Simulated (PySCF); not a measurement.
## Electronic structure of C$_{6}$H$_{10}$BClO in real space

```yaml
atoms:
  - { symbol: C, position_ang: [2.7471, -0.4192, -0.0556] }
  - { symbol: B, position_ang: [1.2292, -0.4898, 0.3158] }
  - { symbol: C, position_ang: [0.1860, 0.5266, -0.3360] }
  - { symbol: C, position_ang: [-0.5827, 1.3440, 0.7164] }
  - { symbol: O, position_ang: [-1.3557, 0.5423, 1.5905] }
  - { symbol: C, position_ang: [-2.0369, -0.4517, 0.9908] }
  - { symbol: C, position_ang: [-1.8810, -0.8547, -0.2681] }
  - { symbol: C, position_ang: [-0.8571, -0.2440, -1.1530] }
  - { symbol: Cl, position_ang: [-1.6694, 0.8868, -2.3318] }
  - { symbol: H, position_ang: [3.2817, 0.0495, 0.7725] }
  - { symbol: H, position_ang: [2.9696, 0.1623, -0.9468] }
  - { symbol: H, position_ang: [3.1963, -1.4043, -0.1660] }
  - { symbol: H, position_ang: [0.8476, -1.2820, 1.0892] }
  - { symbol: H, position_ang: [0.6802, 1.2458, -0.9953] }
  - { symbol: H, position_ang: [-1.2509, 2.0491, 0.2023] }
  - { symbol: H, position_ang: [0.1021, 1.9057, 1.3552] }
  - { symbol: H, position_ang: [-2.7342, -0.9184, 1.6717] }
  - { symbol: H, position_ang: [-2.4943, -1.6444, -0.6666] }
  - { symbol: H, position_ang: [-0.3876, -0.9940, -1.7927] }
```

Geometry: GFN2-xTB.

These are results of PySCF, PBE0/pcSseg-1, SCF density, gas phase, non-relativistic, not measurements.

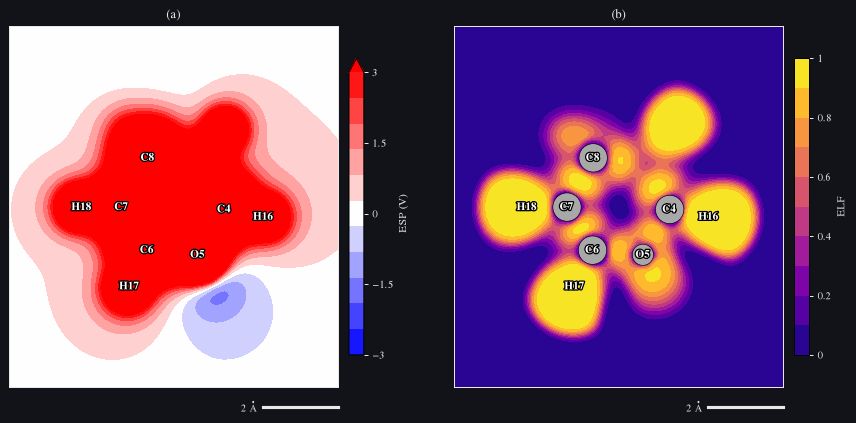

Figure 1. (a) electrostatic potential; (b) electron localisation function on the plane of atoms C7, C6 and H17. Grey discs cover the atomic cores in the ELF map.

What do the fields say about this system?

Answer.
- The section cuts through C, O and H sites.
- C–C (1.33 Å): the ELF peaks at about 0.95 between the atoms; a multiple bond.
- C–O (1.35 Å): the ELF peaks at about 0.90 between the atoms; a shared but strongly polarised pair.
- C–H (1.08 Å): the ELF climbs to about 1 towards the hydrogen, as it does in any bond to H (a covalent bond by its length).
- C–O (1.42 Å): the ELF peaks at about 0.90 between the atoms; a shared but strongly polarised pair.
- C–C (1.48 Å): the ELF peaks at about 0.95 between the atoms, as expected for localised, covalent bonding.
- The ELF also peaks beside O5, away from the bonds: lone-pair regions.
- Outside the dense part of the molecule the potential is most negative (−1.5 V) near O5.

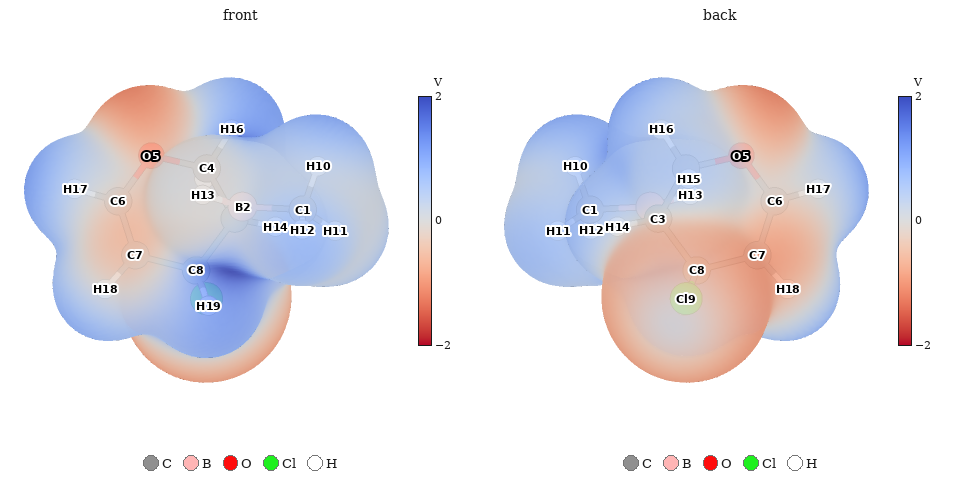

Figure 2. The electrostatic potential painted on the density surface at 0.002 e/bohr³, seen from the front and from behind; the colour scale runs from red (negative) to blue (positive).

Describe the electrostatic potential map.

Answer. The most negative region (about −1.1 V, or −25 kcal/mol for a unit charge) lies over O5, the most positive (about +1.8 V, or +42 kcal/mol for a unit charge) over B2. O5 is the likeliest acceptor of a hydrogen bond.

What dipole moment does the calculation give?

Answer. Its dipole moment is 2.11 D.

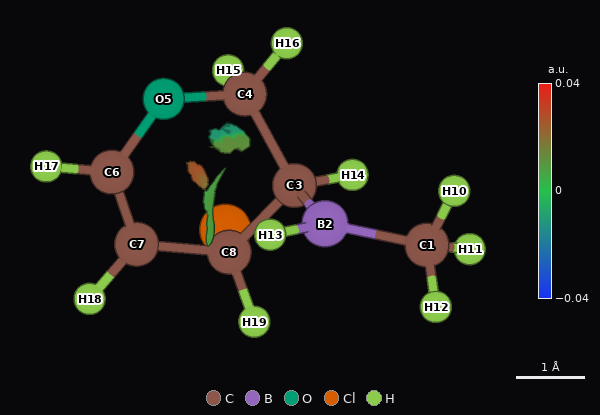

Figure 3. Non-covalent interaction (NCI) plot: the surface where the reduced density gradient is 0.4, for densities under 0.05 a.u., coloured by sign(λ₂)ρ; seen at a tilt.

Which non-covalent interactions does the plot reveal?

Answer. Between B2 and H13 on one side and C6 and C7 on the other: a weak contact (green); near H15, Cl9 and C4: mostly steric crowding (olive to red); inside the ring or cage of C3, C4, O5, C6, C7 and C8: steric crowding (red).
